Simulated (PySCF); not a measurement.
# One shape, several levels: triplet C6H6

Wanted: a comparison of 6 runs (UHF/3-21G, UB2PLYP/def2-SVP, UBHLYP/def2-SVP, UCAM-B3LYP/def2-SVP, UM06-2X/def2-SVP, USCS-MP2/def2-SVP) of triplet C6H6. Input form: a Python script.

The calculation is run with PySCF 2.14.0.

2 further runs of the same task are left out: 2 set aside as unsound or not needed. Runs told in other sessions of the task aren't counted.

### 1 The structure to begin with

C6H6 has 12 atoms, charge 0, and is taken as a triplet. As SMILES of the parent species, `C=C1C=CC1=C`. Geometry: relaxed at GFN2-xTB. That shape belongs to the parent species and isn't relaxed for this state.

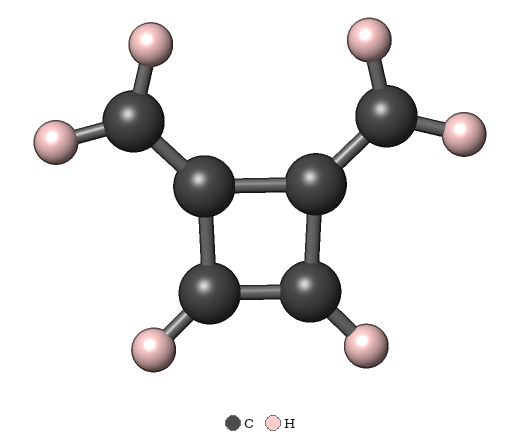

The structure, seen from a chosen angle (carbon dark grey, hydrogen pink).

### 2 A single-point energy at UHF/3-21G (run 1)

input.py reads:

```python
from pyscf import gto

mol = gto.M(
    atom='''
C      0.512154    -3.568464     0.723236
C      0.716263    -1.086328     0.559378
C      2.498520     0.863397     1.433660
C      1.136198     2.755863     0.396049
C     -0.790624     1.011192    -0.596662
C     -2.897082     1.194005    -1.923061
H      1.900970    -4.689866     1.701793
H     -1.048911    -4.565465    -0.118807
H      4.224993     0.768759     2.496479
H      1.340269     4.773051     0.304737
H     -3.605560     2.994328    -2.558784
H     -3.987209    -0.450473    -2.417999
''',
    max_memory=1860,
    basis='3-21g',
    spin=2,
    verbose=3,
    unit='bohr',
)

mf = mol.UHF()
mf.conv_tol = 1e-10
mf.kernel()
if not mf.converged:
    mf = mf.newton().run(mf.mo_coeff, mf.mo_occ)

etot = mf.e_tot
print(f'total energy: {etot:.8f} hartree')
```

Command:

```console
$ OMP_NUM_THREADS=1 python input.py
```

The log of the run:

```text
WARN: HOMO 0.0171530770987651 >= LUMO -0.211450760727241

converged SCF energy = -229.205550678775  <S^2> = 2.2613346  2S+1 = 3.1694382
total energy: -229.20555068 hartree
```

Run time: 1.1 s. Hardware: 1 thread of Arm Neoverse V2, shared host; peak memory 0.14 GiB.

### 3 A single-point energy at UB2PLYP/def2-SVP (run 2)

input.py reads:

```python
from pyscf import gto, dft, mp

molecule = gto.M(
    atom='''
C        0.271020      -1.888350       0.382720
C        0.379030      -0.574860       0.296010
C        1.322160       0.456890       0.758660
C        0.601250       1.458340       0.209580
C       -0.418380       0.535100      -0.315740
C       -1.533070       0.631840      -1.017640
H        1.005950      -2.481770       0.900550
H       -0.555060      -2.415940      -0.062870
H        2.235770       0.406810       1.321080
H        0.709240       2.525790       0.161260
H       -1.907980       1.584530      -1.354050
H       -2.109940      -0.238380      -1.279550
''',
    max_memory=1860,
    basis='def2-svp',
    charge=0,
    verbose=4,
    spin=2,
)

mf = dft.UKS(molecule, xc='0.53*HF + 0.47*B88, 0.73*LYP')
mf.grids.level = 5
mf.conv_tol = 1e-10
mf.kernel()
if not mf.converged:
    mf = mf.newton().run(mf.mo_coeff, mf.mo_occ)

pt = mp.MP2(mf, frozen=6).run()
e_final = mf.e_tot + 0.27 * pt.e_corr
print('PT2 part  %.8f' % (0.27 * pt.e_corr))
print(f'total energy: {e_final:.8f} hartree')
```

Command:

```console
$ OMP_NUM_THREADS=1 python input.py
```

The log of the run:

```text
PySCF version 2.14.0

[... 63 lines left out ...]
WARN: HOMO -0.0636478795242503 >= LUMO -0.254692382359486
[... 58 lines left out ...]
converged SCF energy = -231.337009555382  <S^2> = 2.0702937  2S+1 = 3.046502
[... 1 line left out ...]
******** <class 'pyscf.mp.ump2.UMP2'> ********
nocc = (np.int64(16), np.int64(14)), nmo = (108, 108)
frozen orbitals 6
E(UMP2) = -232.243506115284  E_corr = -0.90649655990165
E(SCS-UMP2) = -232.22583509469  E_corr = -0.888825539307606
E_corr(same-spin) = -0.229581152970431
E_corr(oppo-spin) = -0.676915406931219
PT2 part  -0.24475407
total energy: -231.58176363 hartree
```

It took 86 s on 1 thread of Arm Neoverse V2, shared host; peak memory 0.65 GiB.

Runs 3 to 4 aren't shown in full; the table further down has their settings and results.

### 4 The energy at UM06-2X/def2-SVP (run 5)

calc.py reads:

```python
from pyscf import gto, dft

mol = gto.M(
    atom='''
C      0.271020    -1.888350     0.382720
C      0.379030    -0.574860     0.296010
C      1.322160     0.456890     0.758660
C      0.601250     1.458340     0.209580
C     -0.418380     0.535100    -0.315740
C     -1.533070     0.631840    -1.017640
H      1.005950    -2.481770     0.900550
H     -0.555060    -2.415940    -0.062870
H      2.235770     0.406810     1.321080
H      0.709240     2.525790     0.161260
H     -1.907980     1.584530    -1.354050
H     -2.109940    -0.238380    -1.279550
''',
    basis='def2-svp',
    max_memory=1860,
    verbose=4,
    spin=2,
)

mf = dft.UKS(mol)
mf.xc = 'm06-2x'
mf.grids.level = 5
mf.conv_tol = 1e-10
mf.kernel()
if not mf.converged:
    mf = mf.newton().run(mf.mo_coeff, mf.mo_occ)

e_final = mf.e_tot
print('E = %.10f Eh' % e_final)
```

Command:

```console
$ OMP_NUM_THREADS=1 python calc.py
```

The log of the run:

```text
PySCF version 2.14.0

[... 62 lines left out ...]
WARN: HOMO -0.0801657611081232 >= LUMO -0.265017055426048
[... 54 lines left out ...]
converged SCF energy = -231.729410222869  <S^2> = 2.0271022  2S+1 = 3.0180141
E = -231.7294102229 Eh
```

Run time: 3.7 min. Hardware: 1 thread of Arm Neoverse V2, shared host; peak memory 0.69 GiB.

### 5 A single-point energy at USCS-MP2/def2-SVP (run 6)

run.py reads:

```python
from pyscf import gto, mp

system = gto.Mole()
system.atom = '''
C      0.271020    -1.888350     0.382720
C      0.379030    -0.574860     0.296010
C      1.322160     0.456890     0.758660
C      0.601250     1.458340     0.209580
C     -0.418380     0.535100    -0.315740
C     -1.533070     0.631840    -1.017640
H      1.005950    -2.481770     0.900550
H     -0.555060    -2.415940    -0.062870
H      2.235770     0.406810     1.321080
H      0.709240     2.525790     0.161260
H     -1.907980     1.584530    -1.354050
H     -2.109940    -0.238380    -1.279550
'''
system.max_memory = 1860
system.spin = 2
system.verbose = 4
system.basis = 'def2-svp'
system.build()

mf = system.UHF()
mf.conv_tol = 1e-10
mf.kernel()
if not mf.converged:
    mf = mf.newton().run(mf.mo_coeff, mf.mo_occ)

pt = mp.MP2(mf, frozen=6).run()
e_final = mf.e_tot + 1.2 * pt.e_corr_os + pt.e_corr_ss / 3
print('E(%s) = %.9f' % ('SCS-MP2', e_final))
```

Command:

```console
$ OMP_NUM_THREADS=1 python run.py
```

The log of the run:

```text
PySCF version 2.14.0

[... 47 lines left out ...]
WARN: HOMO 0.00860996665343938 >= LUMO -0.21699765706281
[... 62 lines left out ...]
converged SCF energy = -230.336488531418  <S^2> = 2.2451067  2S+1 = 3.1591814
[... 1 line left out ...]
******** <class 'pyscf.mp.ump2.UMP2'> ********
nocc = (np.int64(16), np.int64(14)), nmo = (108, 108)
frozen orbitals 6
E(UMP2) = -231.051814866805  E_corr = -0.715326335387001
E(SCS-UMP2) = -231.038915673571  E_corr = -0.702427142152981
E_corr(same-spin) = -0.179958992667023
E_corr(oppo-spin) = -0.535367342719978
E(SCS-MP2) = -231.038915674
```

Run time: 7.2 s. Hardware: 1 thread of Arm Neoverse V2, shared host; peak memory 0.39 GiB.

### 6 All runs side by side

```csv
run,level,frozen core orbitals,integration grid,energy (Eh),dipole moment (D) of the reference,HOMO energy (eV),LUMO energy (eV),wall time
1,UHF/3-21G,–,–,-229.205551,0.07,-6.52,1.00,1.1 s
2,UB2PLYP/def2-SVP,6,5,-231.581764,0.04,-4.47,-2.36,86 s
3,UBHLYP/def2-SVP,–,5,-231.707976,0.02,-4.46,-2.82,80 s
4,UCAM-B3LYP/def2-SVP,–,5,-231.710592,0.01,-4.69,-2.90,1.7 min
5,UM06-2X/def2-SVP,–,5,-231.729410,0.11,-4.34,-3.17,3.7 min
6,USCS-MP2/def2-SVP,6,–,-231.038916,0.14,-6.53,0.75,7.2 s
```

### 7 What came out

| quantity | value |
| --- | --- |
| run 6: total energy | -231.03892 Eh |
| run 6: dipole moment (Hartree–Fock density) | 0.14 D |
| run 6: HOMO energy (Hartree–Fock orbitals) (highest over α and β) | -6.53 eV |
| run 6: LUMO energy (Hartree–Fock orbitals) (lowest over α and β) | 0.75 eV |
| run 6: correlation energy (6 core orbitals frozen) | -702.4 mEh |
| run 6: ⟨S²⟩ of the reference determinant | 2.245 |

Over runs 1, 2, 3, 4, 5 the dipole moment (its size) runs from 0.01 D (UCAM-B3LYP/def2-SVP) to 0.11 D (UM06-2X/def2-SVP). The two dipoles point in opposite directions. Totals of different functionals can't be ranked against each other. Spin contamination of the reference: run 1 ⟨S²⟩ = 2.26, run 6 ⟨S²⟩ = 2.25. All runs together took 8.3 min, the longest 3.7 min.
